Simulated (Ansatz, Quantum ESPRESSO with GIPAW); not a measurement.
# 39K assignment in K3SO4F

The values are calculated: DFT, PBEsol, plane-wave PAW (pslibrary 1.0.0 recipes), scalar-relativistic, GIPAW shieldings (Quantum ESPRESSO with GIPAW, a patched development version); field gradients by Ansatz. Shieldings are without the macroscopic shape term, which is common to all sites.

```xyz
18
Lattice="-3.6950 3.6950 5.5321 3.6950 -3.6950 5.5321 3.6950 3.6950 -5.5321" Properties=species:S:1:pos:R:3 pbc="T T T"
K     0.0000    0.0000    2.7661
K     2.2690    1.4260    5.5321
K    -1.4260    2.2690    5.5322
K     1.4260    2.2690    0.0000
K     0.0000    0.0000    8.2982
K     5.1210    1.4260    0.0000
S     3.6950    0.0000    2.7661
S     0.0000    3.6950    2.7661
F     0.0000    0.0000    0.0000
F     0.0000    0.0000    5.5321
O    -0.8612    4.5562    3.6413
O     0.8612    2.8338    3.6413
O    -0.8612    2.8338    1.8908
O     2.8338    0.8612    1.8908
O     2.8338   -0.8612    3.6413
O     0.8612    4.5562    1.8908
O     4.5562    0.8612    3.6413
O     4.5562   -0.8612    1.8908
```

The cell is a computed entry of the Materials Project; it need not be the form that is stable at ambient conditions. The coordinates shown are those after relaxation (atoms relaxed).

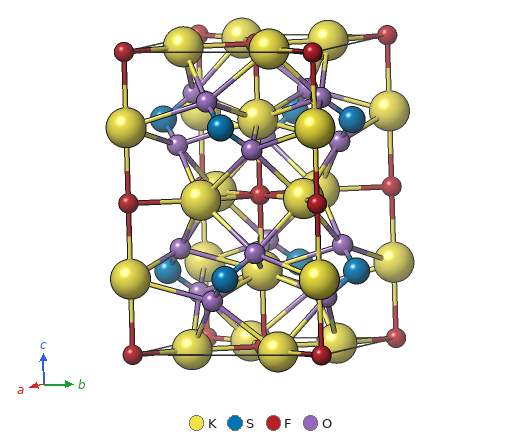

The structure (potassium yellow, sulfur blue, fluorine red, oxygen purple). Some periodic images of atoms are drawn too.

The K sites:

```csv
site,atom no.,atoms in cell,site symmetry,surroundings,bonds (Å)
K(1),1,2,422,KF2O8,2.77 to 3.09
K(2),2,4,m2m,KF2O6,2.68 to 3.02
```

The lines to be assigned:

```csv
line,σ_iso (ppm),relative area,span (ppm),skew,|C_Q| (MHz),η_Q
A,1216.8,1,33.1,1.00,1.81,0.00
B,1195.2,2,18.2,0.26,2.54,0.42
```

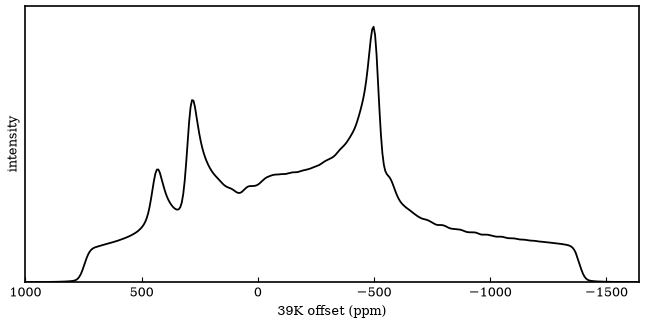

Simulated spectrum: 39K static powder, 11.7 T (23.3 MHz), central transition to second order, lines broadened by 43 ppm; the axis counts ppm from the isotropic position of the most shielded site, as −Δσ; rigid lattice, with dipolar and J couplings and satellite transitions left out. Most prominent maxima (ppm: height): 428: 0.44, 283: 0.71, -498: 1.00.

Assign each line to a crystallographic site.

The calculated assignment is A is K(1) (KF2O8); B is K(2) (KF2O6). The areas settle A and B, whose multiplicities are unique. K(1) lies on an axis of order three or more, which demands η_Q = 0 and an axial or isotropic tensor. The largest C_Q goes with K(2), whose bond lengths spread most.

[Banner, clock, file and message-heading lines were taken out of the pw.x and gipaw.x logs.]

[Logs are printed without paths, hosts, clocks, repeated set-up lines and the standing remarks that a program may print on its own settings, such as how far it seeks lower states.]

[Hosts, paths, dates, database ids (printed as entryN), source tags and the programs' standing remarks are cut or masked in the printed files.]
